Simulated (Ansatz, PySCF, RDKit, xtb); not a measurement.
# Solving GeSi2H7Cl, step by step, part 1 of 2

Given the formula GeSi2H7Cl and nothing else, which arrangement of the atoms is the most stable in the gas at 400 K, and what are its properties?

The funnel: GFN2-xTB relaxations, single points with a density functional, relaxations at PBE0-D3(BJ)/pcseg-1, harmonic vibrations, and a last energy at a higher level. All values are calculated.

7 further runs of the same task are left out: 7 set aside as unsound or not needed.

### 1 Candidates

A program enumerates the bonding patterns with one Lewis structure each (two rings at most, one unusual centre or charged pair), with their diastereomers. O–O, O–halogen and N–halogen bonds and N–N–N chains are not drawn. That gives 5 candidates.

| label | SMILES | spin |
| --- | --- | --- |
| c009 | [SiH3][GeH2][SiH2]Cl | singlet |
| c173 | Cl[SiH2][SiH2][GeH3] | singlet |
| c412 | [SiH3][GeH]([SiH3])[Cl] | singlet |
| c606 | [SiH3][SiH2][GeH2][Cl] | singlet |
| c630 | [SiH3][Si@H](Cl)[GeH3] | singlet |

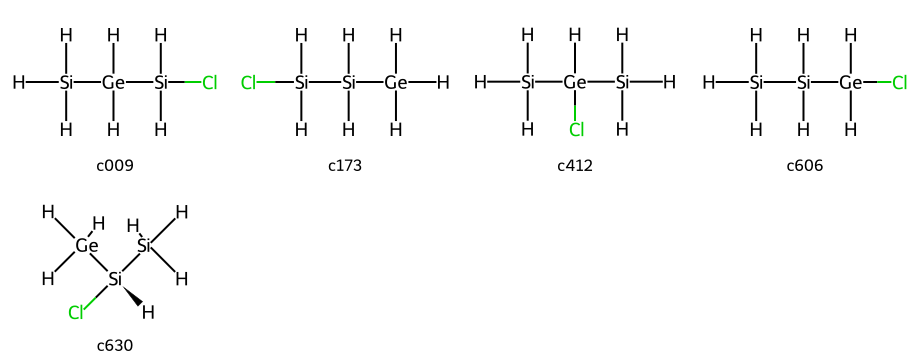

Structural formulas of the candidates.

Candidates are built by distance geometry, with a force field where one applies, in up to four conformers (letters a to d). 16 starts with atoms placed at random are added, to find patterns that the rules miss.

### 2 Cheap relaxation of all starts

All 24 starts are relaxed the same way. One of them, c053 (atoms placed at random), in full:

start.xyz

```xyz
11
c053
Cl    -2.162850     1.191630     0.877890
Ge     1.058020    -1.739630     1.355280
Si    -1.852310    -0.256470    -0.684150
Si     0.653290     0.133750     0.881660
H     -0.547700    -0.288100     0.902430
H     -2.327080     1.150750    -0.440320
H      1.352560     0.848890    -0.138220
H      0.412350    -0.169680     2.428510
H      0.021920     1.168590    -0.428410
H     -1.387380    -1.774240    -0.878400
H     -0.884770    -1.422630     0.764390
```

Run with:

```console
$ xtb start.xyz --gfn 2 --opt
```

Standard output, shortened:

```text
* xtb version 6.7.1
[...]
          :  # basis functions                  47          :
[...]
          :  # electrons                        26          :
[...]
          :  Hamiltonian                  GFN2-xTB          :
[...]
          :  net charge                          0          :
          :  unpaired electrons                  0          :
[...]
   *** convergence criteria satisfied after 25 iterations ***
[...]
   *** GEOMETRY OPTIMIZATION CONVERGED AFTER 83 ITERATIONS ***
[...]
   *** convergence criteria satisfied after 3 iterations ***
[...]
         ::                     SUMMARY                     ::
         :::::::::::::::::::::::::::::::::::::::::::::::::::::
         :: total energy             -13.529588941557 Eh    ::
         :: gradient norm              0.000788934386 Eh/a0 ::
         :: HOMO-LUMO gap              1.676290996314 eV    ::
         ::.................................................::
         :: SCC energy               -13.597125540818 Eh    ::
         :: -> isotropic ES            0.018433687798 Eh    ::
         :: -> anisotropic ES          0.005104070478 Eh    ::
         :: -> anisotropic XC          0.004859175085 Eh    ::
         :: -> dispersion             -0.009557621677 Eh    ::
         :: repulsion energy           0.067536599262 Eh    ::
         :: add. restraining           0.000000000000 Eh    ::
         :: total charge              -0.000000000000 e     ::
         :::::::::::::::::::::::::::::::::::::::::::::::::::::
[...]
        13        2.0000           -0.3422133              -9.3121 (HOMO)
        14                         -0.2806107              -7.6358 (LUMO)
[...]
          | TOTAL ENERGY              -13.529588941557 Eh   |
          | GRADIENT NORM               0.000788934386 Eh/α |
          | HOMO-LUMO GAP               1.676290996314 eV   |
           -------------------------------------------------
[...]
```

Run time: 0.63 s. Hardware: 2 threads of Intel Xeon Platinum 8375C at 2.90GHz (Ice Lake), shared host.

### 3 Distinct minima at GFN2-xTB

24 of the 24 relaxations converged. 24 distinct structures remain, the lowest 22 here:

| label | start | SMILES after | spin | energy (kcal/mol) | note |
| --- | --- | --- | --- | --- | --- |
| c412a | drawn | [SiH3][GeH]([SiH3])[Cl] | singlet | 0.0 |  |
| c009a | drawn | [SiH3][GeH2][SiH2]Cl | singlet | 5.7 |  |
| c009b | drawn | [SiH3][GeH2][SiH2]Cl | singlet | 6.8 |  |
| c329 | random | [SiH3][Cl][GeH][SiH3] ‡ | singlet | 12.9 |  |
| c606a | drawn | [SiH3][SiH2][GeH2][Cl] | singlet | 13.4 |  |
| c606b | drawn | [SiH3][SiH2][GeH2][Cl] | singlet | 13.9 |  |
| c173b | drawn | Cl[SiH2][SiH2][GeH3] | singlet | 19.1 |  |
| c173a | drawn | Cl[SiH2][SiH2][GeH3] | singlet | 19.4 |  |
| c630a | drawn | [SiH3][Si@H](Cl)[GeH3] | singlet | 19.9 |  |
| c053 | random | [SiH3][Cl].[SiH3][GeH] ‡ | singlet | 23.3 | fell apart |
| c764 | random | [GeH2].[SiH3][SiH2][Cl] ‡ | singlet | 29.6 | fell apart |
| c710 | random | [ClH].[SiH3][SiH2][GeH] ‡ | singlet | 55.9 | loosely bound |
| c419 | random | [H][H].[SiH2][GeH]1[SiH2][Cl]1 ‡ | singlet | 58.7 | fell apart |
| c440 | random | [ClH].[SiH2][GeH][SiH3] ‡ | singlet | 59.6 | fell apart |
| c610 | random | [H][H].[SiH][GeH][Cl][SiH3] ‡ | singlet | 63.2 | fell apart |
| c142 | random | [ClH].[SiH3][SiH][GeH2] ‡ | singlet | 69.4 | fell apart |
| c825 | random | [ClH].[SiH][GeH2][SiH3] ‡ | singlet | 70.0 | fell apart |
| c074 | random | [H].[H][H].[H][H].[SiH2][Si][Ge][Cl] ‡ | singlet | 82.6 | fell apart |
| c147 | random | [ClH].[SiH2][GeH2][SiH2] ‡ | singlet | 86.4 | fell apart |
| c682 | random | [H].[H][H].[H][H].[Si]1[SiH][GeH][Cl]1 ‡ | singlet | 98.0 | fell apart |
| c515 | random | [H][H].[H][H].[SiH][Si][GeH2][Cl] ‡ | singlet | 104.6 | fell apart |
| c986 | random | [ClH].[SiH][GeH3][SiH2] ‡ | singlet | 112.9 | fell apart |

‡ marks the bonded skeleton alone, with all bonds drawn single: no Lewis structure was assigned that passes a check against the bond lengths.

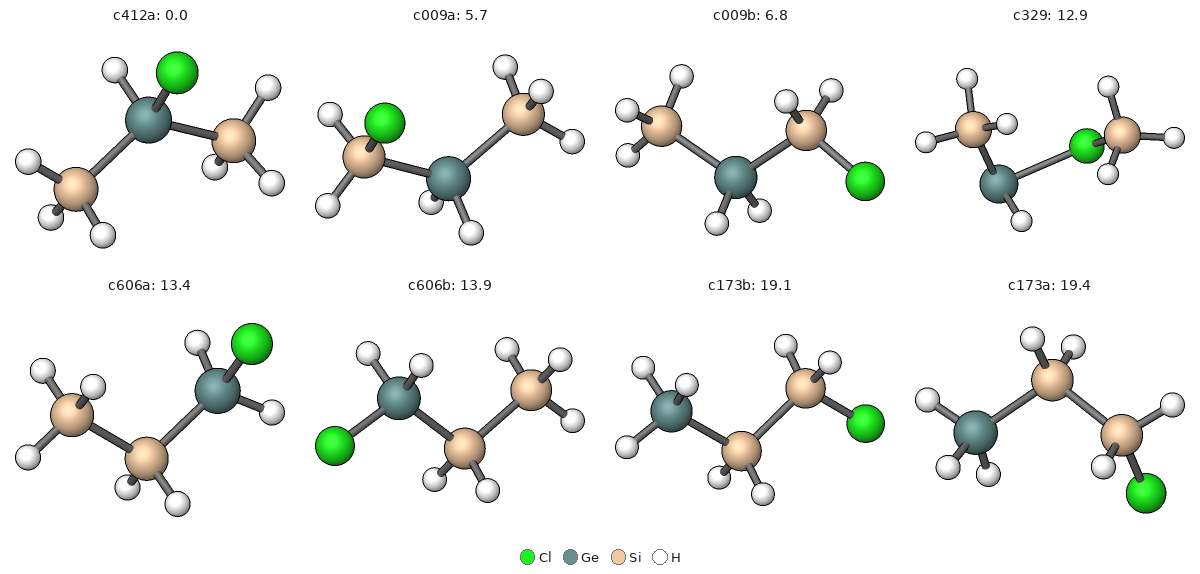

The 8 lowest minima that did not fall apart, with their GFN2-xTB energies in kcal/mol.

### 4 Second filter: single points

A choice of the minima (the low ones first, few conformers of a pattern, up to a cap) and the lowest that fell apart get a single point at r2SCAN-D4/def2-SVP on the tight-binding geometry, and one at HF/STO-3G for comparison. The lowest singlets are also tried as triplets at the same geometry (label ending in t). The first, c412a:

input.yaml

```yaml
crystal:
  periodic: [false, false, false]
  atoms:
    - {symbol: Cl, position_ang: [-2.681659, 0.714353, -0.153815]}
    - {symbol: Ge, position_ang: [-0.711827, -0.157675, -0.170502]}
    - {symbol: Si, position_ang: [-0.959622, -2.481531, 0.258801]}
    - {symbol: Si, position_ang: [0.483997, 0.820523, -1.976309]}
    - {symbol: H, position_ang: [0.371815, -3.074398, 0.396590]}
    - {symbol: H, position_ang: [-1.716352, -2.743591, 1.482279]}
    - {symbol: H, position_ang: [-1.636174, -3.137246, -0.862213]}
    - {symbol: H, position_ang: [-0.129145, 0.467466, 1.127873]}
    - {symbol: H, position_ang: [-0.088529, 0.393630, -3.254468]}
    - {symbol: H, position_ang: [1.872174, 0.358243, -1.922097]}
    - {symbol: H, position_ang: [0.474667, 2.281911, -1.921761]}
basis:
  gaussian: {orbitals: def2-SVP}
hamiltonian: {xc: r2scan, dispersion: d4}
scf: {lower_state_search: "off"}
output: {orbitals: {seedname: orbitals}}
```

Run with:

```console
$ ansatz run input.yaml --threads 2 --pin off --max-ram 4350MiB --events-out events.jsonl --progress --plain --runs-dir runs
```

Standard output, shortened:

```text
Warning: RAYON_NUM_THREADS=2 ignored (pool sized by the plan → 2); use --threads N
Functional definition: r2SCAN
  name "r2SCAN"
[...]
1344 factors; their error is unknown
[...]
mean field -84892.76854023 eV, -3119.7517014680 hartree, gradient 4.9e-6 eV, S^2 0.000000; 0 other end points of the search recorded, 0 dependent functions left out
reference -84892.76855145 eV, -3119.7517018806 hartree; 42, 42 occupied and 79, 79 virtual orbitals, 1344 factors
Total energy: -84892.83936573 eV, -3119.7543042574 hartree
Checks for a lower state left out: stability, starts, cluster_reference, orbital_swaps, neighbouring_geometries, increment
```

Run time: 1.9 s. Hardware: 2 threads of Intel Xeon Platinum 8375C at 2.90GHz (Ice Lake), shared host; peak memory 0.18 GiB.

Relative energies in kcal/mol, each column from its lowest structure that stays in one piece:

| label | SMILES | spin | GFN2-xTB | HF/STO-3G | r2SCAN-D4/def2-SVP |
| --- | --- | --- | --- | --- | --- |
| c009b | [SiH3][GeH2][SiH2]Cl | singlet | 6.8 | 0.0 | 0.0 |
| c009a | [SiH3][GeH2][SiH2]Cl | singlet | 5.7 | 0.6 | 0.4 |
| c173a | Cl[SiH2][SiH2][GeH3] | singlet | 19.4 | 2.3 | 3.2 |
| c412a | [SiH3][GeH]([SiH3])[Cl] | singlet | 0.0 | 1.3 | 3.4 |
| c173b | Cl[SiH2][SiH2][GeH3] | singlet | 19.1 | 2.7 | 3.9 |
| c630a | [SiH3][Si@H](Cl)[GeH3] | singlet | 19.9 | 2.8 | 4.0 |
| c606a | [SiH3][SiH2][GeH2][Cl] | singlet | 13.4 | 4.5 | 6.1 |
| c606b | [SiH3][SiH2][GeH2][Cl] | singlet | 13.9 | 4.6 | 6.6 |
| c329 | [SiH3][Cl][GeH][SiH3] ‡ | singlet | 12.9 | 81.3 | 36.8 |
| c053 | [SiH3][Cl].[SiH3][GeH] ‡ | singlet | 23.3 | 89.5 | 45.6 |
| c009bt | [SiH3][GeH2][SiH2]Cl | triplet | – | – | 126.6 |
| c173at | Cl[SiH2][SiH2][GeH3] | triplet | – | – | 131.2 |

‡ marks the bonded skeleton alone, with all bonds drawn single: no Lewis structure was assigned that passes a check against the bond lengths.

### 5 Refinement at PBE0-D3(BJ)/pcseg-1

6 candidates are relaxed at PBE0-D3(BJ)/pcseg-1 (chosen among the lowest in one piece). The first, c009b:

input.yaml

```yaml
crystal:
  periodic: [false, false, false]
  atoms:
    - {symbol: Cl, position_ang: [-2.918723, 1.065113, 1.454284]}
    - {symbol: Ge, position_ang: [-0.482344, 0.120721, -1.028528]}
    - {symbol: Si, position_ang: [1.020447, -1.478177, -1.848833]}
    - {symbol: Si, position_ang: [-1.721067, -0.446025, 0.880766]}
    - {symbol: H, position_ang: [2.204189, -1.544794, -0.990903]}
    - {symbol: H, position_ang: [0.377988, -2.793958, -1.828992]}
    - {symbol: H, position_ang: [1.457580, -1.201590, -3.215952]}
    - {symbol: H, position_ang: [0.221998, 1.439247, -0.787841]}
    - {symbol: H, position_ang: [-1.434808, 0.563544, -2.119135]}
    - {symbol: H, position_ang: [-0.845809, -0.766205, 2.008757]}
    - {symbol: H, position_ang: [-2.572524, -1.609847, 0.632916]}
basis:
  gaussian: {orbitals: pcseg-1.json}
hamiltonian: {xc: {name: PBE0}, dispersion: d3bj}
scf: {lower_state_search: off}
relax: {f_tol: 0.003}
```

The basis set pcseg-1 is read from a file made from the Basis Set Exchange's data (not shown).

Run with:

```console
$ ansatz run input.yaml --threads 2 --pin off --max-ram 4350MiB --events-out events.jsonl --progress --plain --runs-dir runs
```

Standard output, shortened:

```text
Warning: RAYON_NUM_THREADS=2 ignored (pool sized by the plan → 2); use --threads N
[...]
Functional definition: PBE0
  name "PBE0"
[...]
1181 factors; integrals over basis functions are off by at most 3.2e-4 eV
[...]
mean field -84885.72767101 eV, -3119.4929542968 hartree, gradient 2.0e-6 eV, S^2 0.000000; 0 other end points of the search recorded, 0 dependent functions left out
[...]
Atom 7 at     0.230982     1.524558    -0.856753 Å, force     0.000800     0.000612     0.000683 eV/Å
Atom 8 at    -1.585677     0.470570    -2.210561 Å, force    -0.000256     0.000608    -0.001201 eV/Å
Atom 9 at    -0.659114    -0.679428     1.978596 Å, force    -0.000338     0.000103     0.000223 eV/Å
Atom 10 at    -2.435880    -1.686680     0.662803 Å, force     0.000404     0.000275    -0.000361 eV/Å
Dipole moment:     0.292276    -0.262384    -0.193053 e Å
Checks for a lower state left out: stability, starts, cluster_reference, orbital_swaps, neighbouring_geometries, increment
```

Wall time 42 s (2 threads of Intel Xeon Platinum 8375C at 2.90GHz (Ice Lake), shared host); peak memory 0.28 GiB.

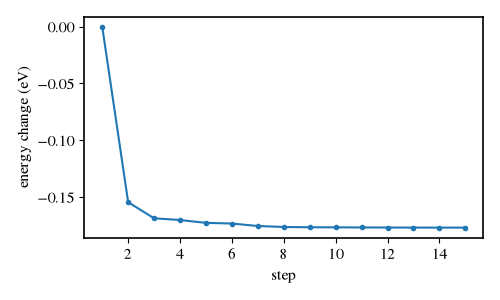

Energy along the run, all evaluated steps.

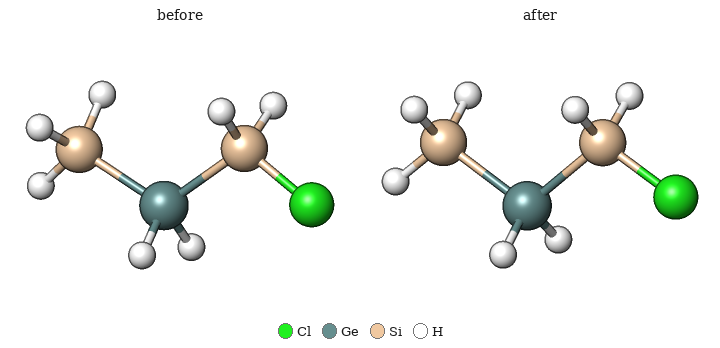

Before and after, at one scale.

After the run. Bond lengths: Ge2–Si3 2.384 Å, Cl1–Si4 2.081 Å, Ge2–Si4 2.379 Å, Si3–H5 1.492 Å, Si3–H6 1.493 Å, Si3–H7 1.492 Å, Ge2–H8 1.538 Å, Ge2–H9 1.538 Å, Si4–H10 1.490 Å, Si4–H11 1.490 Å. Some angles: Si3–Ge2–Si4 109.8°, Cl1–Si4–Ge2 110.5°, Ge2–Si3–H5 109.5°, Ge2–Si3–H6 109.5°, Ge2–Si3–H7 110.5°, Si3–Ge2–H8 110.4°, Si3–Ge2–H9 110.4°, Si4–Ge2–H8 108.8°, Si4–Ge2–H9 108.8°, Cl1–Si4–H10 107.4°.

### 6 The relaxed candidates

| label | spin | r2SCAN-D4/def2-SVP (kcal/mol) | PBE0-D3(BJ)/pcseg-1, relaxed (kcal/mol) | time |
| --- | --- | --- | --- | --- |
| c009a | singlet | 0.4 | 0.0 | 39 s |
| c009b | singlet | 0.0 | 0.3 | 42 s |
| c173a | singlet | 3.2 | 2.4 | 54 s |
| c173b | singlet | 3.9 | 2.6 | 28 s |
| c630a | singlet | 4.0 | 3.0 | 30 s |
| c412a | singlet | 3.4 | 3.7 | 36 s |

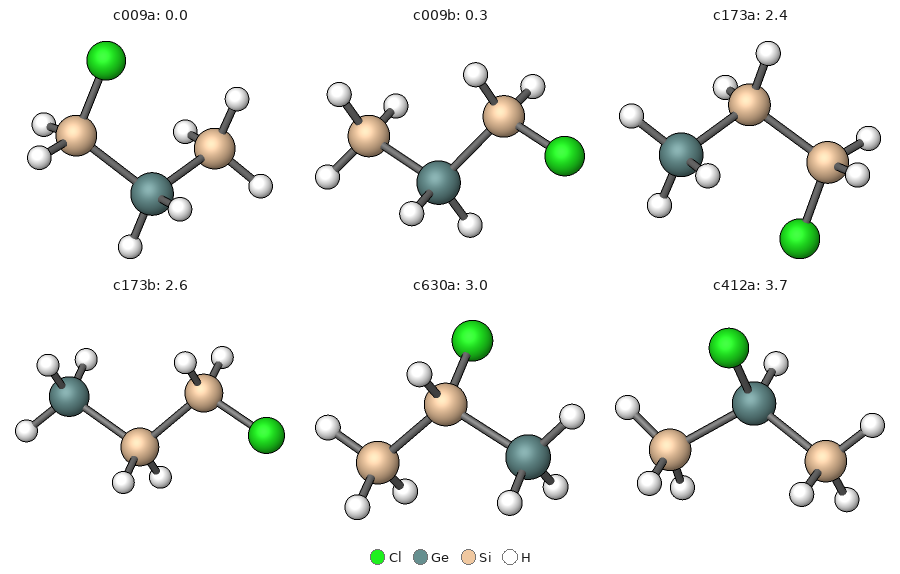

The relaxed structures, with energies at PBE0-D3(BJ)/pcseg-1 in kcal/mol.

### 7 Are they minima? Harmonic frequencies

The lowest few in one piece go on as finalists (c630a, c412a drop out). Harmonic vibrations at PBE0-D3(BJ)/pcseg-1 test each finalist and give the zero-point energy and the thermal terms. The first, c009a:

input.yaml

```yaml
basis:
  gaussian:
    orbitals: pcseg-1.json
crystal:
  periodic: [false, false, false]
  atoms:
    - {symbol: Cl, position_ang: [-0.277786, 0.407828, 1.735615]}
    - {symbol: Ge, position_ang: [-0.184345, -0.211727, -1.834240]}
    - {symbol: Si, position_ang: [-1.551052, -2.128182, -1.469552]}
    - {symbol: Si, position_ang: [1.053349, 0.281808, 0.137728]}
    - {symbol: H, position_ang: [-2.265853, -2.495514, -2.726946]}
    - {symbol: H, position_ang: [-2.545143, -1.831850, -0.399269]}
    - {symbol: H, position_ang: [-0.687945, -3.268860, -1.044248]}
    - {symbol: H, position_ang: [-1.043191, 1.011352, -2.199829]}
    - {symbol: H, position_ang: [0.814570, -0.462643, -2.980695]}
    - {symbol: H, position_ang: [1.779720, 1.580334, 0.061260]}
    - {symbol: H, position_ang: [2.020146, -0.807566, 0.452800]}
hamiltonian:
  xc: {name: PBE0}
  dispersion: d3bj
total_charge: 0
phonons: {}
scf:
  lower_state_search: off
```

The basis set pcseg-1 is read from a file made from the Basis Set Exchange's data (not shown).

Run with:

```console
$ ansatz run input.yaml --threads 2 --pin off --max-ram 4350MiB --events-out events.jsonl --progress --plain --runs-dir runs
```

Standard output, shortened:

```text
Warning: RAYON_NUM_THREADS=2 ignored (pool sized by the plan → 2); use --threads N
[... 2 set-up lines as earlier in the session ...]
[...]
1183 factors; integrals over basis functions are off by at most 3.2e-4 eV
[...]
mean field -84885.90606547 eV, -3119.4995101722 hartree, gradient 6.4e-6 eV, S^2 0.000000; 0 other end points of the search recorded, 0 dependent functions left out
[...]
Atom 10 at     2.020146    -0.807566     0.452800 Å, force     0.000689     0.000005    -0.000405 eV/Å
Dipole moment:     0.153980    -0.077765    -0.331181 e Å
Vibrations: 28.49 68.49 79.13 128.30 309.12 339.74 371.13 421.64 485.75 534.21 534.90 644.55 662.61 698.67 810.03 851.07 876.71 935.73 938.25 940.28 2133.21 2147.95 2243.98 2252.83 2256.57 2265.14 2266.32 cm⁻¹, zero-point energy 1.625731 eV
Checks for a lower state left out: stability, starts, cluster_reference, orbital_swaps, neighbouring_geometries, increment
```

Run time: 2.8 min. Hardware: 2 threads of Intel Xeon Platinum 8375C at 2.90GHz (Ice Lake), shared host; peak memory 0.28 GiB.

### 8 Zero-point energy and free-energy terms

At 400 K and 1 atm, ideal gas, rigid rotor and harmonic oscillator:

| label | SMILES | spin | point group | lowest mode (cm⁻¹) | zero-point (kcal/mol) | G − E (kcal/mol) |
| --- | --- | --- | --- | --- | --- | --- |
| c009a | [SiH3][GeH2][SiH2]Cl | singlet | C1 | 28 | 37.5 | 4.2 |
| c009b | [SiH3][GeH2][SiH2]Cl | singlet | Cs | 29 | 37.5 | 4.7 |
| c173a | Cl[SiH2][SiH2][GeH3] | singlet | C1 | 28 | 37.4 | 4.2 |
| c173b | Cl[SiH2][SiH2][GeH3] | singlet | Cs | 33 | 37.4 | 4.7 |

Chiral structures get −RT ln 2 for their mirror image.

### 9 The final energy

Single points at CCSD(T)/def2-SVP + MP2/def2-TZVPP - MP2/def2-SVP on the refined geometries decide the order.

c009a, CCSD(T)/def2-SVP:

input.yaml

```yaml
crystal:
  periodic: [false, false, false]
  atoms:
    - symbol: Cl
      position_ang: [-0.277786, 0.407828, 1.735615]
    - symbol: Ge
      position_ang: [-0.184345, -0.211727, -1.834240]
    - symbol: Si
      position_ang: [-1.551052, -2.128182, -1.469552]
    - symbol: Si
      position_ang: [1.053349, 0.281808, 0.137728]
    - symbol: H
      position_ang: [-2.265853, -2.495514, -2.726946]
    - symbol: H
      position_ang: [-2.545143, -1.831850, -0.399269]
    - symbol: H
      position_ang: [-0.687945, -3.268860, -1.044248]
    - symbol: H
      position_ang: [-1.043191, 1.011352, -2.199829]
    - symbol: H
      position_ang: [0.814570, -0.462643, -2.980695]
    - symbol: H
      position_ang: [1.779720, 1.580334, 0.061260]
    - symbol: H
      position_ang: [2.020146, -0.807566, 0.452800]
basis:
  gaussian: {orbitals: def2-SVP}
correlation: {method: ccsd_t, frozen_orbitals: {Ge: 9, H: 0, Si: 5, Cl: 5}}
```

Run with:

```console
$ ansatz run input.yaml --threads 2 --pin off --max-ram 4350MiB --events-out events.jsonl --progress --plain --runs-dir runs
```

Standard output, shortened:

```text
Warning: RAYON_NUM_THREADS=2 ignored (pool sized by the plan → 2); use --threads N
Functional definition: HF
  name "HF"
[...]
1168 factors; integrals over basis functions are off by at most 1.5e-3 eV
[...]
mean field -84797.86211125 eV, -3116.2639545331 hartree, gradient 3.0e-6 eV, S^2 0.000000; 0 other end points of the search recorded, 0 dependent functions left out
24 core orbitals not correlated: weight in the atoms' cores, before any rotation towards them, 1.000 or more for the frozen orbitals, at most 0.000 for the correlated occupied ones
reference -84797.86211125 eV, -3116.2639545331 hartree; 18, 18 occupied and 79, 79 virtual orbitals, 1168 factors
second order -15.46624124 eV of doubles, -0.00000000 eV of singles
cycle   1  -16.45393174 eV  change   -9.9e-1 eV  update   1.0e-1
[...]
cycle   8  -17.10545252 eV  change   -2.1e-5 eV  update   2.1e-5
perturbative correction -0.44936213 eV, -0.0165137537 hartree
Total energy: -84815.41692591 eV, -3116.9090820726 hartree
```

It took 12 s on 2 threads of Intel Xeon Platinum 8375C at 2.90GHz (Ice Lake), shared host; peak memory 0.57 GiB.

### 10 c009a at MP2/def2-TZVPP

input.yaml

```yaml
crystal:
  periodic: [false, false, false]
  atoms:
    - {symbol: Cl, position_ang: [-0.277786, 0.407828, 1.735615]}
    - {symbol: Ge, position_ang: [-0.184345, -0.211727, -1.834240]}
    - {symbol: Si, position_ang: [-1.551052, -2.128182, -1.469552]}
    - {symbol: Si, position_ang: [1.053349, 0.281808, 0.137728]}
    - {symbol: H, position_ang: [-2.265853, -2.495514, -2.726946]}
    - {symbol: H, position_ang: [-2.545143, -1.831850, -0.399269]}
    - {symbol: H, position_ang: [-0.687945, -3.268860, -1.044248]}
    - {symbol: H, position_ang: [-1.043191, 1.011352, -2.199829]}
    - {symbol: H, position_ang: [0.814570, -0.462643, -2.980695]}
    - {symbol: H, position_ang: [1.779720, 1.580334, 0.061260]}
    - {symbol: H, position_ang: [2.020146, -0.807566, 0.452800]}
basis:
  gaussian:
    orbitals: def2-TZVPP
correlation:
  method: mp2
  frozen_orbitals: {Ge: 9, H: 0, Si: 5, Cl: 5}
```

Run with:

```console
$ ansatz run input.yaml --threads 2 --pin off --max-ram 4350MiB --events-out events.jsonl --progress --plain --runs-dir runs
```

Standard output, shortened:

```text
Warning: RAYON_NUM_THREADS=2 ignored (pool sized by the plan → 2); use --threads N
[... 2 set-up lines as earlier in the session ...]
[...]
1583 factors; integrals over basis functions are off by at most 9.1e-4 eV
[...]
mean field -84815.02216123 eV, -3116.8945747384 hartree, gradient 2.6e-6 eV, S^2 0.000000; 0 other end points of the search recorded, 0 dependent functions left out
24 core orbitals not correlated: weight in the atoms' cores, before any rotation towards them, 1.000 or more for the frozen orbitals, at most 0.000 for the correlated occupied ones
reference -84815.02216123 eV, -3116.8945747384 hartree; 18, 18 occupied and 230, 230 virtual orbitals, 1583 factors
second order -19.16495826 eV of doubles, -0.00000000 eV of singles
Total energy: -84834.18711949 eV, -3117.5988739639 hartree
```

Wall time 8.1 s (2 threads of Intel Xeon Platinum 8375C at 2.90GHz (Ice Lake), shared host); peak memory 0.74 GiB.

(Continued in part 2 of 2.)
